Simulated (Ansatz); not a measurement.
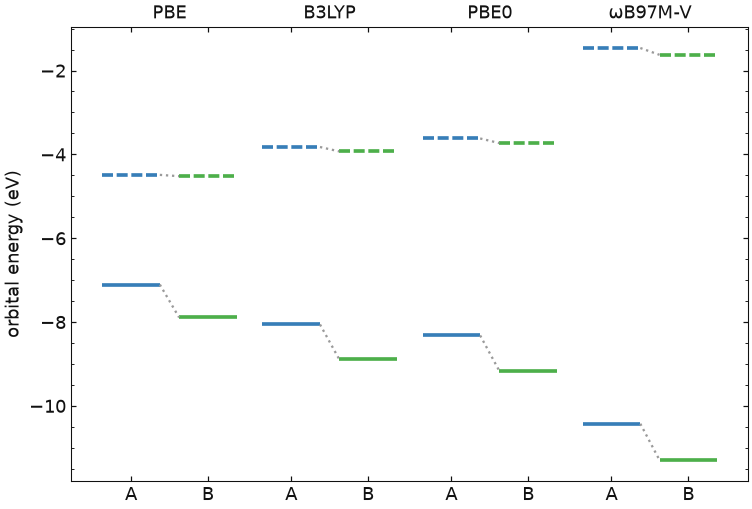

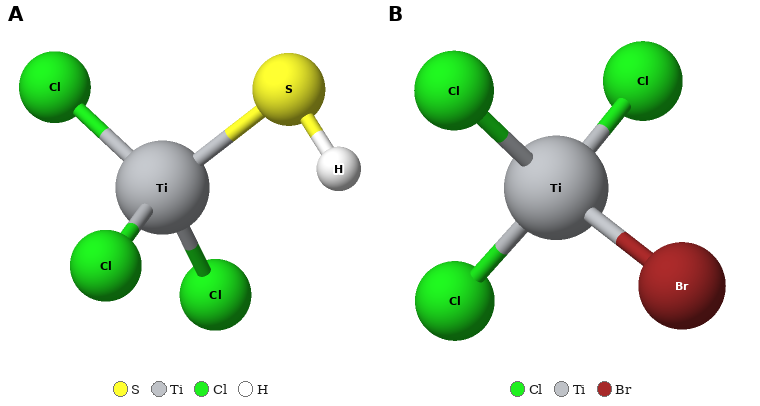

One change: A, TiHSCl₃ (SMILES [SH][Ti]([Cl])([Cl])[Cl]), becomes B, TiBrCl₃ (SMILES [Cl][Ti]([Cl])([Cl])[Br]). SH on Ti is replaced by Br. HOMO (solid) and LUMO (dashed) computed in def2-TZVPP at PBE0-D4/def2-TZVP geometries, both minima by their frequencies, gas phase, the Ansatz code 0.2.0.

What does the change do to HOMO and LUMO?

Answer. PBE: the HOMO falls by 0.78 eV, the LUMO falls by 0.03 eV, and the separation goes from 2.62 to 3.37 eV. B3LYP: the HOMO falls by 0.83 eV, the LUMO falls by 0.10 eV, and the separation goes from 4.23 to 4.96 eV. PBE0: the HOMO falls by 0.85 eV, the LUMO falls by 0.11 eV, and the separation goes from 4.70 to 5.44 eV. ωB97M-V: the HOMO falls by 0.87 eV, the LUMO falls by 0.16 eV, and the separation goes from 8.97 to 9.67 eV.

Do the functionals agree on the effect?

Answer. They agree on the direction for both levels; the HOMO shift lies between −0.87 and −0.78 eV and the LUMO shift between −0.16 and −0.03 eV, while the separations themselves differ by up to 6.3 eV between functionals.
